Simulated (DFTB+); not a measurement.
**Geometry relaxation of SiH2Cl (part 2 of 2)**

The same run, continued: SiH2Cl, multiplicity 2; GFN1-xTB, R-SCC, dispersion built in (DFTB+ 25.1). The geometry comes from this level: GFN2-xTB.

Geometry of the input (Å):
```
Si -0.2836  0.2377  0.1316
Cl 1.5977  -0.0596  0.8111
H  -1.0650  -0.9783  0.2633
H  -0.2491  0.8002  -1.2060
```

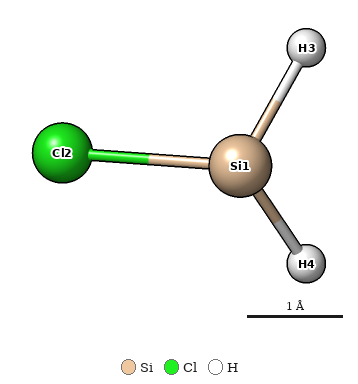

*The geometry at step 12 of the log (ball-and-stick view, seen at a tilt; atoms are numbered from 1 in the order of the input).*

Output, continued:
```
 iSCC Total electronic   Diff electronic      SCC error
    1   -0.72030269E+01    0.00000000E+00    0.34397133E-03
    2   -0.72030269E+01    0.36128675E-04    0.25926794E-03
    3   -0.72030269E+01   -0.11388686E-08    0.20185122E-04
    4   -0.72030269E+01   -0.36851500E-09    0.58472562E-05
    5   -0.72030269E+01   -0.25423397E-09    0.32772385E-06
    6   -0.72030269E+01   -0.13065105E-10    0.20617288E-06
    7   -0.72030269E+01   -0.26645353E-14    0.90535548E-08

Total Energy:                       -7.1725340115 H         -195.1746 eV
Extrapolated to 0K:                 -7.1725340115 H         -195.1746 eV
Total Mermin free energy:           -7.1725340115 H         -195.1746 eV
Force related energy:               -7.1725340115 H         -195.1746 eV

total energy  -7.1725340E+00 H       energy change -5.6381907E-06 H
gradient norm  1.2653464E-03 H/a0    max. gradient  6.5445872E-04 H/a0
step length    1.1645813E-02 a0      max. step      5.7522891E-03 a0

--------------------------------------------------------------------------------

***  Geometry step: 13

 iSCC Total electronic   Diff electronic      SCC error
    1   -0.72030440E+01    0.00000000E+00    0.31462613E-03
    2   -0.72030440E+01   -0.17136983E-04    0.19164908E-03
    3   -0.72030441E+01   -0.40754272E-07    0.10384082E-03
    4   -0.72030441E+01   -0.16112779E-07    0.18762856E-04
    5   -0.72030441E+01   -0.35095393E-09    0.18670032E-05
    6   -0.72030441E+01   -0.32260417E-10    0.66397976E-06
    7   -0.72030441E+01   -0.20250468E-12    0.15477302E-07
    8   -0.72030441E+01   -0.50626170E-13    0.94360464E-09

Total Energy:                       -7.1725361581 H         -195.1746 eV
Extrapolated to 0K:                 -7.1725361581 H         -195.1746 eV
Total Mermin free energy:           -7.1725361581 H         -195.1746 eV
Force related energy:               -7.1725361581 H         -195.1746 eV

total energy  -7.1725362E+00 H       energy change -2.1465434E-06 H
gradient norm  4.6830781E-04 H/a0    max. gradient  2.7075581E-04 H/a0
step length    5.9244613E-03 a0      max. step      2.7544342E-03 a0

--------------------------------------------------------------------------------

***  Geometry step: 14

 iSCC Total electronic   Diff electronic      SCC error
    1   -0.72030603E+01    0.00000000E+00    0.24268467E-03
    2   -0.72030604E+01   -0.16284939E-04    0.14259326E-03
    3   -0.72030604E+01   -0.19500769E-07    0.71898084E-04
    4   -0.72030604E+01   -0.78569249E-08    0.74987987E-05
    5   -0.72030604E+01   -0.24088731E-09    0.19551227E-05
    6   -0.72030604E+01   -0.10815349E-10    0.45490163E-06
    7   -0.72030604E+01   -0.57731597E-13    0.11258317E-08

Total Energy:                       -7.1725364300 H         -195.1746 eV
Extrapolated to 0K:                 -7.1725364300 H         -195.1746 eV
Total Mermin free energy:           -7.1725364300 H         -195.1746 eV
Force related energy:               -7.1725364300 H         -195.1746 eV

total energy  -7.1725364E+00 H       energy change -2.7191352E-07 H
gradient norm  6.0038634E-05 H/a0    max. gradient  3.7299034E-05 H/a0
step length    1.0658431E-03 a0      max. step      5.2851226E-04 a0

--------------------------------------------------------------------------------

***  Geometry step: 15

 iSCC Total electronic   Diff electronic      SCC error
    1   -0.72030608E+01    0.00000000E+00    0.14116288E-04
    2   -0.72030608E+01   -0.38111150E-06    0.80350590E-05
    3   -0.72030608E+01   -0.58729910E-10    0.27096356E-05
    4   -0.72030608E+01   -0.23396396E-10    0.38039584E-06
    5   -0.72030608E+01   -0.63415939E-12    0.57914467E-07
    6   -0.72030608E+01   -0.26645353E-13    0.45130805E-09

Total Energy:                       -7.1725364330 H         -195.1746 eV
Extrapolated to 0K:                 -7.1725364330 H         -195.1746 eV
Total Mermin free energy:           -7.1725364330 H         -195.1746 eV
Force related energy:               -7.1725364330 H         -195.1746 eV

total energy  -7.1725364E+00 H       energy change -3.0358853E-09 H
gradient norm  4.2310692E-05 H/a0    max. gradient  2.4095169E-05 H/a0
step length    6.0038634E-05 a0      max. step      3.7299034E-05 a0

--------------------------------------------------------------------------------

***  Geometry step: 16

 iSCC Total electronic   Diff electronic      SCC error
    1   -0.72030614E+01    0.00000000E+00    0.77954638E-05
    2   -0.72030614E+01   -0.64611158E-06    0.45382764E-05
    3   -0.72030614E+01   -0.17851498E-10    0.17691429E-05
    4   -0.72030614E+01   -0.71116446E-11    0.19712526E-06
    5   -0.72030614E+01   -0.20872193E-12    0.47331357E-07
    6   -0.72030614E+01   -0.71054274E-14    0.19783419E-09

Total Energy:                       -7.1725364346 H         -195.1746 eV
Extrapolated to 0K:                 -7.1725364346 H         -195.1746 eV
Total Mermin free energy:           -7.1725364346 H         -195.1746 eV
Force related energy:               -7.1725364346 H         -195.1746 eV

total energy  -7.1725364E+00 H       energy change -1.5827553E-09 H
gradient norm  3.3339570E-05 H/a0    max. gradient  1.8526143E-05 H/a0
step length    4.2310692E-05 a0      max. step      2.4095169E-05 a0

--------------------------------------------------------------------------------

***  Geometry step: 17

 iSCC Total electronic   Diff electronic      SCC error
    1   -0.72030621E+01    0.00000000E+00    0.43898961E-05
    2   -0.72030621E+01   -0.68996539E-06    0.26367399E-05
    3   -0.72030621E+01   -0.55209171E-11    0.11274870E-05
    4   -0.72030621E+01   -0.21991298E-11    0.10444375E-06
    5   -0.72030621E+01   -0.71942452E-13    0.32206221E-07
    6   -0.72030621E+01   -0.17763568E-14    0.15814394E-09

Total Energy:                       -7.1725364356 H         -195.1746 eV
Extrapolated to 0K:                 -7.1725364356 H         -195.1746 eV
Total Mermin free energy:           -7.1725364356 H         -195.1746 eV
Force related energy:               -7.1725364356 H         -195.1746 eV

total energy  -7.1725364E+00 H       energy change -1.0239010E-09 H
gradient norm  2.8529786E-05 H/a0    max. gradient  1.6522243E-05 H/a0
step length    3.3339570E-05 a0      max. step      1.8526143E-05 a0

--------------------------------------------------------------------------------

***  Geometry step: 18

 iSCC Total electronic   Diff electronic      SCC error
    1   -0.72030627E+01    0.00000000E+00    0.25845746E-05
    2   -0.72030627E+01   -0.63806084E-06    0.16031881E-05
    3   -0.72030627E+01   -0.17665869E-11    0.68802326E-06
    4   -0.72030627E+01   -0.69899642E-12    0.85278915E-07
    5   -0.72030627E+01   -0.28421709E-13    0.19438720E-07
    6   -0.72030627E+01   -0.88817842E-15    0.13594548E-09

Total Energy:                       -7.1725364364 H         -195.1746 eV
Extrapolated to 0K:                 -7.1725364364 H         -195.1746 eV
Total Mermin free energy:           -7.1725364364 H         -195.1746 eV
Force related energy:               -7.1725364364 H         -195.1746 eV

total energy  -7.1725364E+00 H       energy change -7.6906748E-10 H
gradient norm  2.5593956E-05 H/a0    max. gradient  1.4972287E-05 H/a0
step length    2.8529786E-05 a0      max. step      1.6522243E-05 a0

--------------------------------------------------------------------------------

***  Geometry step: 19

 iSCC Total electronic   Diff electronic      SCC error
    1   -0.72030633E+01    0.00000000E+00    0.16421892E-05
    2   -0.72030633E+01   -0.55257516E-06    0.10406105E-05
    3   -0.72030633E+01   -0.59863225E-12    0.38982021E-06
    4   -0.72030633E+01   -0.23092639E-12    0.79166578E-07
    5   -0.72030633E+01   -0.13322676E-13    0.11790561E-07
    6   -0.72030633E+01   -0.88817842E-15    0.12133283E-09

Total Energy:                       -7.1725364370 H         -195.1746 eV
Extrapolated to 0K:                 -7.1725364370 H         -195.1746 eV
Total Mermin free energy:           -7.1725364370 H         -195.1746 eV
Force related energy:               -7.1725364370 H         -195.1746 eV

total energy  -7.1725364E+00 H       energy change -6.2725647E-10 H
gradient norm  2.3519061E-05 H/a0    max. gradient  1.3728301E-05 H/a0
step length    2.5593956E-05 a0      max. step      1.4972287E-05 a0

--------------------------------------------------------------------------------

***  Geometry step: 20

 iSCC Total electronic   Diff electronic      SCC error
    1   -0.72030637E+01    0.00000000E+00    0.11249002E-05
    2   -0.72030637E+01   -0.46275255E-06    0.73277553E-06
    3   -0.72030637E+01   -0.21760371E-12    0.24619618E-06
    4   -0.72030637E+01   -0.86153307E-13    0.62164715E-07
    5   -0.72030637E+01   -0.53290705E-14    0.71793933E-08

Total Energy:                       -7.1725364376 H         -195.1746 eV
Extrapolated to 0K:                 -7.1725364376 H         -195.1746 eV
Total Mermin free energy:           -7.1725364376 H         -195.1746 eV
Force related energy:               -7.1725364376 H         -195.1746 eV

total energy  -7.1725364E+00 H       energy change -5.3328808E-10 H
gradient norm  2.1876854E-05 H/a0    max. gradient  1.2697581E-05 H/a0
step length    2.3519061E-05 a0      max. step      1.3728301E-05 a0

--------------------------------------------------------------------------------

***  Geometry step: 21

 iSCC Total electronic   Diff electronic      SCC error
    1   -0.72030641E+01    0.00000000E+00    0.83635445E-06
    2   -0.72030641E+01   -0.38092442E-06    0.56125889E-06
    3   -0.72030641E+01   -0.94146912E-13    0.22790772E-06
    4   -0.72030641E+01   -0.32862602E-13    0.36143995E-07
    5   -0.72030641E+01   -0.44408921E-14    0.45057635E-08

Total Energy:                       -7.1725364380 H         -195.1746 eV
Extrapolated to 0K:                 -7.1725364380 H         -195.1746 eV
Total Mermin free energy:           -7.1725364380 H         -195.1746 eV
Force related energy:               -7.1725364380 H         -195.1746 eV

total energy  -7.1725364E+00 H       energy change -4.6306869E-10 H
gradient norm  2.0481495E-05 H/a0    max. gradient  1.1820853E-05 H/a0
step length    2.1876854E-05 a0      max. step      1.2697581E-05 a0

--------------------------------------------------------------------------------

***  Geometry step: 22

 iSCC Total electronic   Diff electronic      SCC error
    1   -0.72030644E+01    0.00000000E+00    0.67337844E-06
    2   -0.72030644E+01   -0.31155114E-06    0.46396905E-06
    3   -0.72030644E+01   -0.45297099E-13    0.20151975E-06
    4   -0.72030644E+01   -0.19539925E-13    0.20133816E-07
    5   -0.72030644E+01   -0.35527137E-14    0.17571422E-08

Total Energy:                       -7.1725364384 H         -195.1746 eV
Extrapolated to 0K:                 -7.1725364384 H         -195.1746 eV
Total Mermin free energy:           -7.1725364384 H         -195.1746 eV
Force related energy:               -7.1725364384 H         -195.1746 eV

total energy  -7.1725364E+00 H       energy change -4.0670223E-10 H
gradient norm  1.9246060E-05 H/a0    max. gradient  1.1058740E-05 H/a0
step length    2.0481495E-05 a0      max. step      1.1820853E-05 a0

--------------------------------------------------------------------------------

***  Geometry step: 23

 iSCC Total electronic   Diff electronic      SCC error
    1   -0.72030647E+01    0.00000000E+00    0.57817129E-06
    2   -0.72030647E+01   -0.25470267E-06    0.40668024E-06
    3   -0.72030647E+01   -0.27533531E-13    0.17456870E-06
    4   -0.72030647E+01   -0.79936058E-14    0.14647690E-07
    5   -0.72030647E+01   -0.62172489E-14    0.13341659E-08

Total Energy:                       -7.1725364388 H         -195.1746 eV
Extrapolated to 0K:                 -7.1725364388 H         -195.1746 eV
Total Mermin free energy:           -7.1725364388 H         -195.1746 eV
Force related energy:               -7.1725364388 H         -195.1746 eV

total energy  -7.1725364E+00 H       energy change -3.5955239E-10 H
gradient norm  1.8126001E-05 H/a0    max. gradient  1.0384616E-05 H/a0
step length    1.9246060E-05 a0      max. step      1.1058740E-05 a0

--------------------------------------------------------------------------------

***  Geometry step: 24

 iSCC Total electronic   Diff electronic      SCC error
    1   -0.72030649E+01    0.00000000E+00    0.53101422E-06
    2   -0.72030649E+01   -0.20907534E-06    0.37079115E-06
    3   -0.72030649E+01   -0.18651747E-13    0.15185290E-06
    4   -0.72030649E+01   -0.26645353E-14    0.11684719E-07
    5   -0.72030649E+01   -0.44408921E-14    0.30256522E-08

Total Energy:                       -7.1725364391 H         -195.1746 eV
Extrapolated to 0K:                 -7.1725364391 H         -195.1746 eV
Total Mermin free energy:           -7.1725364391 H         -195.1746 eV
Force related energy:               -7.1725364391 H         -195.1746 eV

total energy  -7.1725364E+00 H       energy change -3.1917047E-10 H
gradient norm  1.7096287E-05 H/a0    max. gradient  9.7798865E-06 H/a0
step length    1.8126001E-05 a0      max. step      1.0384616E-05 a0

Geometry converged

--------------------------------------------------------------------------------
--------------------------------------------------------------------------------
Pre-SCC initialisation                 +       0.04 ( 11.7%)       0.04 (  7.7%)
SCC                                    +       0.22 ( 70.6%)       0.41 ( 81.5%)
Post-SCC processing                    +       0.05 ( 17.3%)       0.05 ( 10.7%)
--------------------------------------------------------------------------------
Missing                                +       0.00 (  0.4%)       0.00 (  0.0%)
Total                                  =       0.31 (100.0%)       0.50 (100.0%)
--------------------------------------------------------------------------------
```

Trajectory as extended XYZ (Å, eV, eV/Å), 25 frames, from step=0 to step=24:
```
4
Properties=species:S:1:pos:R:3 step=0 energy=-195.08151
Si   -0.2836    0.2377    0.1316
Cl    1.5977   -0.0596    0.8111
H    -1.0650   -0.9783    0.2633
H    -0.2491    0.8002   -1.2060
4
Properties=species:S:1:pos:R:3 step=1 energy=-195.09721
Si   -0.2826    0.2446    0.1404
Cl    1.5955   -0.0607    0.8086
H    -1.0641   -0.9808    0.2598
H    -0.2487    0.7968   -1.2088
4
Properties=species:S:1:pos:R:3 step=2 energy=-195.14061
Si   -0.2847    0.2831    0.1856
Cl    1.5874   -0.0676    0.7961
H    -1.0562   -0.9906    0.2385
H    -0.2465    0.7750   -1.2201
4
Properties=species:S:1:pos:R:3 step=3 energy=-195.14907
Si   -0.2902    0.2938    0.1953
Cl    1.5878   -0.0703    0.7931
H    -1.0515   -0.9899    0.2313
H    -0.2462    0.7664   -1.2197
4
Properties=species:S:1:pos:R:3 step=4 energy=-195.16440
Si   -0.3069    0.3148    0.2113
Cl    1.5903   -0.0769    0.7867
H    -1.0373   -0.9821    0.2141
H    -0.2460    0.7442   -1.2122
4
Properties=species:S:1:pos:R:3 step=5 energy=-195.16934
Si   -0.3130    0.3185    0.2125
Cl    1.5901   -0.0787    0.7845
H    -1.0305   -0.9751    0.2080
H    -0.2466    0.7352   -1.2051
4
Properties=species:S:1:pos:R:3 step=6 energy=-195.17250
Si   -0.3150    0.3188    0.2117
Cl    1.5872   -0.0793    0.7824
H    -1.0245   -0.9674    0.2032
H    -0.2477    0.7277   -1.1974
4
Properties=species:S:1:pos:R:3 step=7 energy=-195.17369
Si   -0.3131    0.3185    0.2124
Cl    1.5838   -0.0789    0.7810
H    -1.0220   -0.9639    0.2007
H    -0.2486    0.7242   -1.1942
4
Properties=species:S:1:pos:R:3 step=8 energy=-195.17411
Si   -0.3105    0.3184    0.2137
Cl    1.5815   -0.0785    0.7803
H    -1.0216   -0.9629    0.1994
H    -0.2493    0.7228   -1.1935
4
Properties=species:S:1:pos:R:3 step=9 energy=-195.17417
Si   -0.3096    0.3184    0.2141
Cl    1.5814   -0.0783    0.7805
H    -1.0220   -0.9630    0.1991
H    -0.2497    0.7227   -1.1938
4
Properties=species:S:1:pos:R:3 step=10 energy=-195.17428
Si   -0.3081    0.3184    0.2149
Cl    1.5821   -0.0780    0.7813
H    -1.0229   -0.9628    0.1982
H    -0.2509    0.7224   -1.1944
4
Properties=species:S:1:pos:R:3 step=11 energy=-195.17444
Si   -0.3059    0.3180    0.2156
Cl    1.5838   -0.0776    0.7828
H    -1.0243   -0.9621    0.1964
H    -0.2532    0.7215   -1.1948
4
Properties=species:S:1:pos:R:3 step=12 energy=-195.17459
Si   -0.3037    0.3174    0.2160
Cl    1.5862   -0.0772    0.7850
H    -1.0257   -0.9605    0.1940
H    -0.2563    0.7201   -1.1948
4
Properties=species:S:1:pos:R:3 step=13 energy=-195.17465
Si   -0.3032    0.3171    0.2159
Cl    1.5875   -0.0771    0.7859
H    -1.0260   -0.9593    0.1926
H    -0.2577    0.7190   -1.1943
4
Properties=species:S:1:pos:R:3 step=14 energy=-195.17466
Si   -0.3035    0.3170    0.2156
Cl    1.5877   -0.0771    0.7860
H    -1.0259   -0.9591    0.1926
H    -0.2577    0.7190   -1.1941
4
Properties=species:S:1:pos:R:3 step=15 energy=-195.17466
Si   -0.3035    0.3170    0.2156
Cl    1.5877   -0.0771    0.7860
H    -1.0259   -0.9591    0.1926
H    -0.2577    0.7190   -1.1940
4
Properties=species:S:1:pos:R:3 step=16 energy=-195.17466
Si   -0.3035    0.3170    0.2156
Cl    1.5877   -0.0771    0.7860
H    -1.0259   -0.9591    0.1926
H    -0.2577    0.7190   -1.1940
4
Properties=species:S:1:pos:R:3 step=17 energy=-195.17466
Si   -0.3035    0.3170    0.2156
Cl    1.5877   -0.0771    0.7860
H    -1.0259   -0.9590    0.1926
H    -0.2577    0.7189   -1.1940
4
Properties=species:S:1:pos:R:3 step=18 energy=-195.17466
Si   -0.3035    0.3170    0.2156
Cl    1.5877   -0.0771    0.7860
H    -1.0259   -0.9590    0.1926
H    -0.2577    0.7189   -1.1940
4
Properties=species:S:1:pos:R:3 step=19 energy=-195.17466
Si   -0.3035    0.3170    0.2156
Cl    1.5877   -0.0771    0.7860
H    -1.0259   -0.9590    0.1926
H    -0.2577    0.7189   -1.1940
4
Properties=species:S:1:pos:R:3 step=20 energy=-195.17466
Si   -0.3035    0.3170    0.2156
Cl    1.5877   -0.0771    0.7860
H    -1.0258   -0.9590    0.1926
H    -0.2577    0.7189   -1.1940
4
Properties=species:S:1:pos:R:3 step=21 energy=-195.17466
Si   -0.3036    0.3170    0.2156
Cl    1.5877   -0.0771    0.7860
H    -1.0258   -0.9590    0.1926
H    -0.2577    0.7189   -1.1940
4
Properties=species:S:1:pos:R:3 step=22 energy=-195.17466
Si   -0.3036    0.3170    0.2156
Cl    1.5876   -0.0771    0.7859
H    -1.0258   -0.9590    0.1926
H    -0.2577    0.7189   -1.1940
4
Properties=species:S:1:pos:R:3 step=23 energy=-195.17466
Si   -0.3036    0.3170    0.2156
Cl    1.5876   -0.0771    0.7859
H    -1.0258   -0.9590    0.1926
H    -0.2577    0.7189   -1.1940
4
Properties=species:S:1:pos:R:3 step=24 energy=-195.17466
Si   -0.3036    0.3170    0.2156
Cl    1.5876   -0.0771    0.7859
H    -1.0258   -0.9590    0.1926
H    -0.2577    0.7189   -1.1940
```

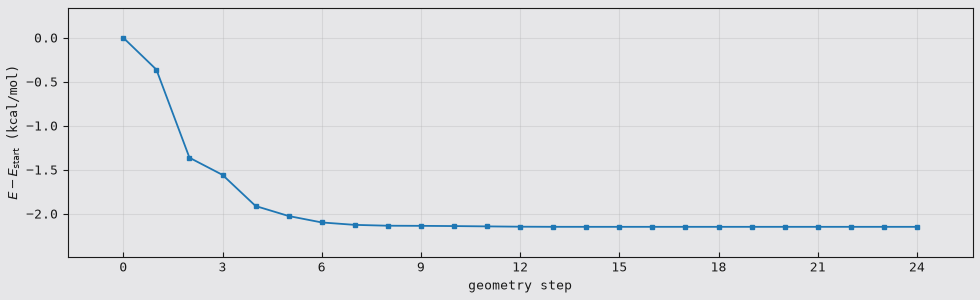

*Progress of the relaxation, step by step (steps are counted from 0).*

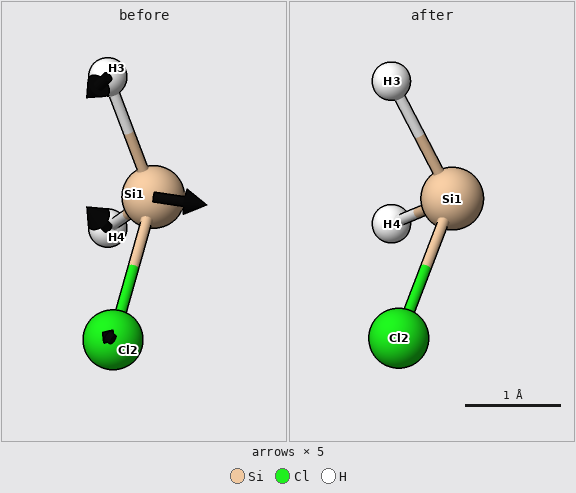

*Before (left) and after (right) the relaxation, at one scale (ball-and-stick view, seen at an oblique angle). The black arrows give the displacements, magnified 5 times.*

The atom that moves furthest after the best rigid fit is Si1 (0.12 Å). Largest moves by element: Si 0.12 Å, H 0.08 Å, Cl 0.03 Å. Among the contacts that change: Si1–H3 1.451 → 1.466 Å, Si1–Cl2 2.022 → 2.014 Å. Among the angles that change: H3–Si1–H4 114.9° → 103.8°, Cl2–Si1–H3 110.3° → 107.3°. After 24 geometry steps the energy has fallen by 2.15 kcal/mol. (Atoms are counted from 1 in the order of the input.)

Results in brief:

- outcome: converged
- Mermin free energy: −7.172536 hartree
- basis functions: 22
- largest force: 0.001 eV/Å
- dipole moment: 1.15 D
- hardware: 1 thread of Intel Xeon @ 2.50GHz (Skylake/Cascade Lake), 32 GiB of memory available, shared host
- wall time: 0.55 s
- peak memory: 0.073 GiB

Settings chosen away from the usual ones: gtol. Further notes kept with the run: no spin polarisation.
